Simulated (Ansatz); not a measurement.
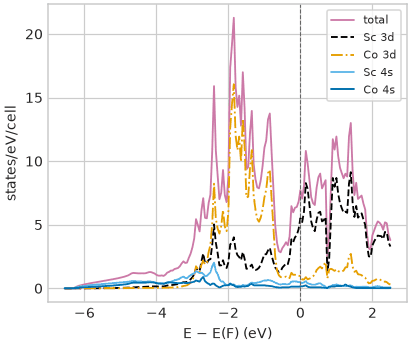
Figure. Total and projected density of states of Sc2Co in space group I4/mcm (No. 140; Co on 4a, Sc on 8h), the program Ansatz at the PBEsol level (PAW)

Which orbitals carry the states next to the Fermi level?

Within 0.5 eV of the Fermi level: Sc 3d 69 %, Co 3d 15 %, Sc 4s 6 %, outside the projected shells 8 %. Projections are on Löwdin-orthogonalised atomic valence shells; empty p or d shells of many metals are not among them.

Where is the tallest occupied peak in this window, and what makes it?

Near -1.8 eV, about 21 states/eV per cell; the largest projected share is Co 3d.

The workflow started from an entry of the Crystallography Open Database (COD). Its standing as an ambient phase is unchecked. The PBEsol relaxation kept the symmetry of its start; its stability against distortions is not shown here. The workflow began spin-polarised and lost its moments.

Potentials: the later of the program's two PAW sets.
